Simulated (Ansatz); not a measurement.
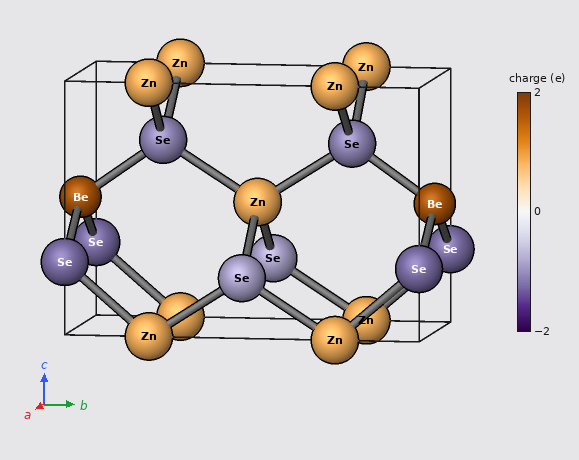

Ball-and-stick model, viewed slightly off an axis. The wireframe shows the simulation cell. The atoms of this BeZn₃Se₄ cell are coloured by their Bader charge.

The calculation used DFT r2SCAN, scalar-relativistic, plane waves, PAW in Ansatz 0.2.0, with wavefunction cutoff 500 eV, an 8×4×6 mesh of k-points, Gaussian smearing of 0.02 eV, no spin polarisation.

Interpret the colouring.

Most positive: Be; most negative: Se. Charges: about Be +1.6 e; Zn +0.8 e; Se -1.2 to -0.8 e. The transfer is large, as in an ionic solid.

The structure was taken from a structure type filled with these elements by a generator (whether the compound takes this form wasn't checked). Earlier steps of the study, as a rule a relaxation of our own, may have changed the cell and positions, so they can lie some per cent off the listed ones. It went into a calculation with Ansatz.
